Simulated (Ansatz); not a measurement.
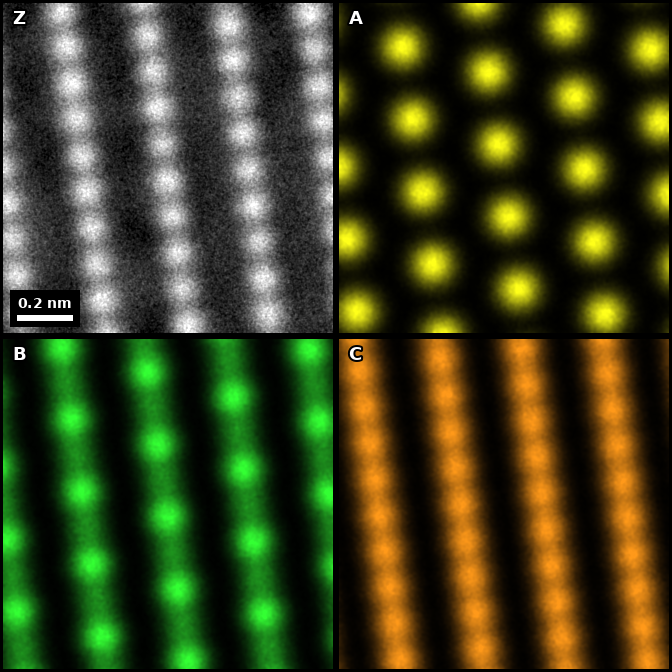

Hg₃WO₄ (Im-3m, No. 229) along [210]. Panel Z: Simulated incoherent Z contrast: every atom adds Z^1.7 spread by a probe of 0.94 Å full width; channelling and multiple scattering are left out. The probe carries 25 % of its weight in a tail 2.5 times as wide. The display is stretched by a gamma of 0.8; percentages refer to the linear signal. Shot noise and the speckle of an amorphous layer were added. The other panels are simulated element maps (the number of atoms of one element along the beam, blurred by 1.2 Å, with counting noise; each on its own scale, no channelling). Atomic positions: the geometry relaxed with DFT PBE, scalar-relativistic, plane waves, PAW (Ansatz); the starting structure was generated, so it need not be a known form of this composition.

```
CELL_PARAMETERS angstrom
5.94156 0.00000 0.00000
0.00000 5.94156 0.00000
0.00000 0.00000 5.94156
ATOMIC_POSITIONS crystal
Hg 0.00000 0.00000 0.50000
Hg 0.00000 0.50000 0.00000
Hg 0.50000 0.00000 0.00000
W 0.00000 0.00000 0.00000
O 0.25000 0.25000 0.25000
O 0.25000 0.25000 0.75000
O 0.25000 0.75000 0.25000
O 0.75000 0.25000 0.25000
Hg 0.50000 0.50000 0.00000
Hg 0.50000 0.00000 0.50000
Hg 0.00000 0.50000 0.50000
W 0.50000 0.50000 0.50000
O 0.75000 0.75000 0.75000
O 0.75000 0.75000 0.25000
O 0.75000 0.25000 0.75000
O 0.25000 0.75000 0.75000
```

**Which element does each lettered map show?**

A: W, B: Hg, C: O. The projected cell (2.66 × 3.25 Å, 114°) holds 4 columns: 2 of O, 1 of Hg and 1 of Hg + W. Columns shared by several elements: Hg + W.
